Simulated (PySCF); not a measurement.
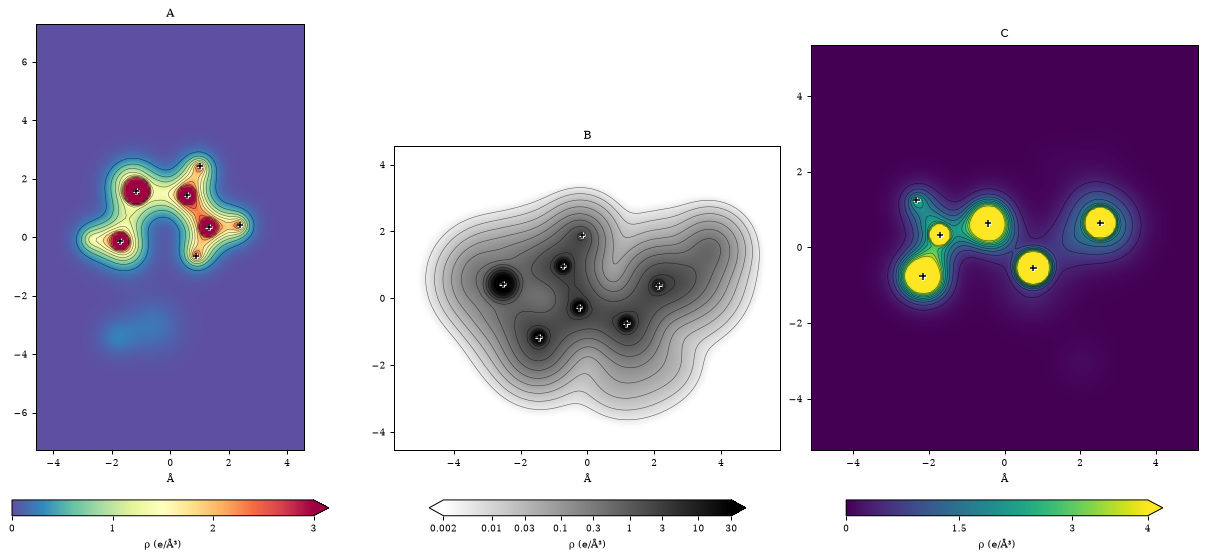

The total electron density of 3 systems, each on a plane through atoms (crosses mark nuclei in the plane).

Theory: PBE0/pcSseg-1, SCF density, gas phase, non-relativistic (PySCF).

System 1: C₃H₁₁PSSi₂ (SMILES C=CSC[SiH2]P[SiH3]), the plane of atoms C2, C1 and H9. Geometry: GFN2-xTB.

```xyz
18

C    -2.2792    1.4042    0.3128
C    -2.9909    0.3011    0.4762
S    -2.7399   -1.2661   -0.2517
C    -1.2768   -1.0153   -1.2958
Si    0.3045   -0.8532   -0.2390
P     1.5170    0.7488   -1.2065
Si    3.5184    0.3536   -0.3124
H    -2.5587    2.3100    0.8224
H    -1.4068    1.4618   -0.3165
H    -3.8652    0.2708    1.1090
H    -1.4710   -0.1565   -1.9367
H    -1.2418   -1.9029   -1.9244
H     0.9179   -2.1858   -0.1528
H     0.0054   -0.3990    1.1193
H     1.7437    0.0633   -2.3825
H     3.4289    0.7236    1.0975
H     4.4708    1.1993   -1.0294
H     3.9147   -1.0514   -0.4306
```

System 2: C₇H₁₁ClSi (SMILES C=C[C@](C)(Cl)C1=C[SiH2]C1), the plane of atoms C3, C6 and C7. Geometry: GFN2-xTB.

```yaml
atoms:
  - { symbol: C, position_ang: [-2.5859, 0.5304, 1.2404] }
  - { symbol: C, position_ang: [-1.7581, -0.3436, 0.6982] }
  - { symbol: C, position_ang: [-0.8152, -0.0874, -0.4355] }
  - { symbol: C, position_ang: [-0.9489, 1.2828, -1.0847] }
  - { symbol: Cl, position_ang: [-1.2542, -1.3283, -1.7137] }
  - { symbol: C, position_ang: [0.5995, -0.3651, -0.0415] }
  - { symbol: C, position_ang: [1.1128, -0.6566, 1.1617] }
  - { symbol: Si, position_ang: [2.8834, -0.8079, 0.5285] }
  - { symbol: C, position_ang: [1.7779, -0.3594, -0.9852] }
  - { symbol: H, position_ang: [-3.2304, 0.2503, 2.0564] }
  - { symbol: H, position_ang: [-2.6609, 1.5515, 0.9092] }
  - { symbol: H, position_ang: [-1.7221, -1.3594, 1.0695] }
  - { symbol: H, position_ang: [-0.3197, 1.3380, -1.9695] }
  - { symbol: H, position_ang: [-0.6313, 2.0487, -0.3791] }
  - { symbol: H, position_ang: [-1.9793, 1.4655, -1.3800] }
  - { symbol: H, position_ang: [0.5775, -0.7408, 2.0936] }
  - { symbol: H, position_ang: [3.8343, 0.2197, 0.9474] }
  - { symbol: H, position_ang: [3.4806, -2.1403, 0.5137] }
  - { symbol: H, position_ang: [1.9484, 0.6091, -1.4522] }
  - { symbol: H, position_ang: [1.6865, -1.0966, -1.7803] }
```

System 3: C₅H₁₂O₂SSi, the plane of atoms S2, Si3 and O4. Geometry: GFN2-xTB.

```yaml
atoms:
  - { symbol: C, position_ang: [-2.9064, -1.4102, 0.6529] }
  - { symbol: S, position_ang: [-1.1020, -1.6371, 0.7778] }
  - { symbol: Si, position_ang: [-0.3928, -0.1733, -0.6064] }
  - { symbol: O, position_ang: [-1.3487, 1.1536, -0.2234] }
  - { symbol: C, position_ang: [-1.2187, 2.3127, -0.8222] }
  - { symbol: O, position_ang: [-0.4519, 2.5541, -1.7025] }
  - { symbol: C, position_ang: [1.4553, 0.1339, -0.2782] }
  - { symbol: C, position_ang: [1.6849, 0.7558, 1.1021] }
  - { symbol: C, position_ang: [2.2504, -1.1635, -0.4127] }
  - { symbol: H, position_ang: [-3.3465, -1.9714, 1.4696] }
  - { symbol: H, position_ang: [-3.2531, -1.8005, -0.2983] }
  - { symbol: H, position_ang: [-3.1428, -0.3565, 0.7465] }
  - { symbol: H, position_ang: [-0.7208, -0.5368, -1.9818] }
  - { symbol: H, position_ang: [-1.9252, 3.0494, -0.4009] }
  - { symbol: H, position_ang: [1.8227, 0.8381, -1.0309] }
  - { symbol: H, position_ang: [1.3330, 0.0866, 1.8850] }
  - { symbol: H, position_ang: [1.1614, 1.7057, 1.1950] }
  - { symbol: H, position_ang: [2.7464, 0.9390, 1.2595] }
  - { symbol: H, position_ang: [1.9049, -1.8949, 0.3144] }
  - { symbol: H, position_ang: [2.1323, -1.5898, -1.4056] }
  - { symbol: H, position_ang: [3.3086, -0.9779, -0.2404] }
```

Question: Which map belongs to which system?

Answer: Panel A is system 1, C₃H₁₁PSSi₂: the plane holds C, S and H. C–C (1.32 Å): ρ is about 2.3 e/Å³ halfway. Panel B is system 2, C₇H₁₁ClSi: the plane holds C, Si and H. C–C (1.34 Å): ρ at the midpoint is about 2.3 e/Å³. Panel C is system 3, C₅H₁₂O₂SSi: the plane holds S, Si, O, C and H. C–O (1.19 Å): the density is about 3.4 e/Å³ at the midpoint.
